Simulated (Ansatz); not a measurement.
The calculation's input:

```
crystal:
  periodic: [false, false, false]
  atoms:
    - { symbol: Si, position_ang: [0.0, 0.0, 0.0] }
    - { symbol: C, position_ang: [0.0, 0.0, 1.87] }
    - { symbol: H, position_ang: [-0.9996, -0.3092, 2.2405] }
    - { symbol: H, position_ang: [0.7676, -0.7111, 2.2405] }
    - { symbol: H, position_ang: [0.232, 1.0203, 2.2405] }
    - { symbol: Cl, position_ang: [2.0086, 0.0, -0.7093] }
    - { symbol: Cl, position_ang: [-1.0032, 1.7381, -0.7093] }
    - { symbol: Cl, position_ang: [-1.0032, -1.7381, -0.7093] }
basis:
  gaussian: { orbitals: def2-SVP }
hamiltonian:
  xc: hf
relax:
  f_tol: 0.02
  max_steps: 40
output:
  orbitals: {}
```

Run with:

```sh
ansatz run input.yaml --threads 1 --pin off --max-ram 2048MiB --backend cpu --events-out ev --progress --plain --runs-dir out
```

The fields are those of the run's last geometry, not of the input's.

These are results of Ansatz 0.2.0, RHF/def2-SVP, not measurements.

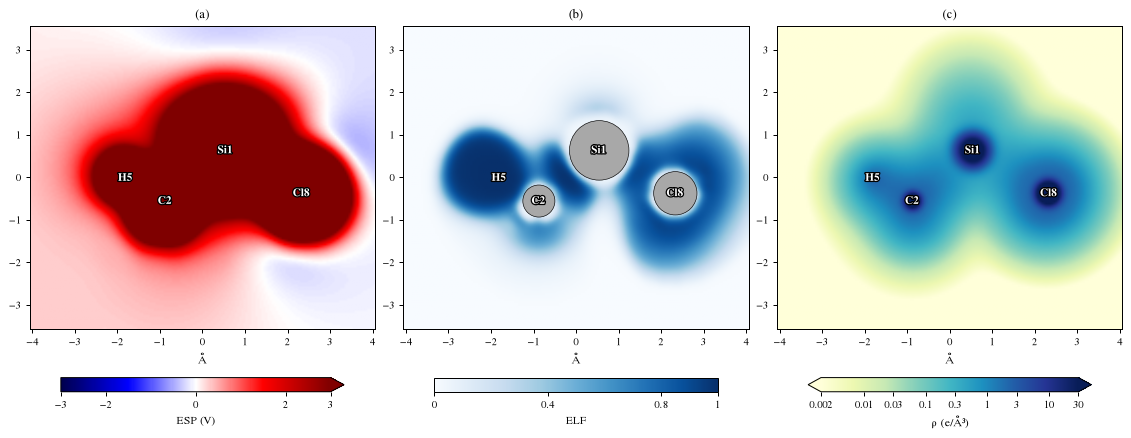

CH3Cl3Si. (a) electrostatic potential; (b) ELF; (c) total electron density on the plane of atoms Si1, C2 and H5. Grey discs cover the atomic cores in the ELF map.

What does the map show?

Answer. Atoms in the plane: Si, C, H and Cl. C–Si (1.85 Å): ρ is about 1.1 e/Å³ halfway; the ELF peaks at about 1 between the atoms (a covalent bond). Si–Cl (2.05 Å): ρ at the midpoint is about 0.9 e/Å³; the ELF peaks at about 0.90 between the atoms (a shared but strongly polarised pair). C–H (1.09 Å): ρ is about 1.9 e/Å³ halfway; the ELF climbs to about 1 towards the hydrogen, as it does in any bond to H; a covalent bond by its length. The ELF also peaks beside Cl8, away from the bonds: lone-pair regions. Outside the dense part of the molecule the potential is most negative (−0.4 V) near Cl8.
